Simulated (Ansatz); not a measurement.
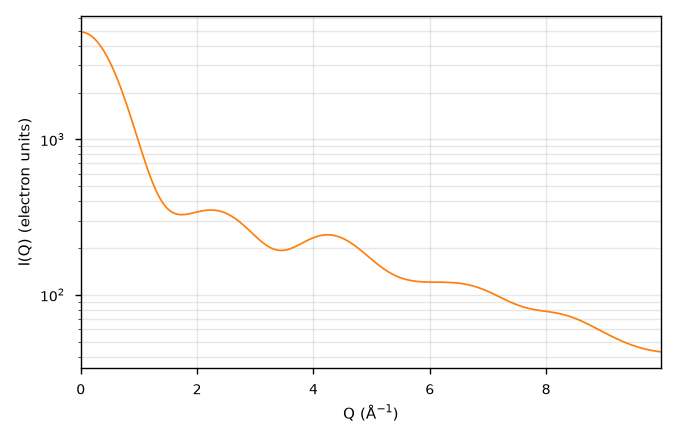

Elastic X-ray scattering of a randomly oriented, rigid molecule, calculated with the Debye equation from neutral-atom form factors (independent atoms, no Compton part, no vibration). The geometry is the end point of an optimisation (Ansatz 0.2.0, UKS PBE0/STO-3G); it may be a saddle point or a higher isomer. It contains B, Si, C, Al, O, H.

How many electrons does the independent-atom model of the molecule hold?

I(0) is the square of the electron number: I(0) = 4900, so about 70 electrons, the count of CH10AlBOSi2.

What radius of gyration does the initial fall-off give?

From I(Q) ≈ I(0) exp(−Q²R²/3) at small Q, R ≈ 2.32 Å. It is larger than the electron-weighted radius of the nuclear positions alone (2.18 Å), because each atom's electron cloud adds to it.
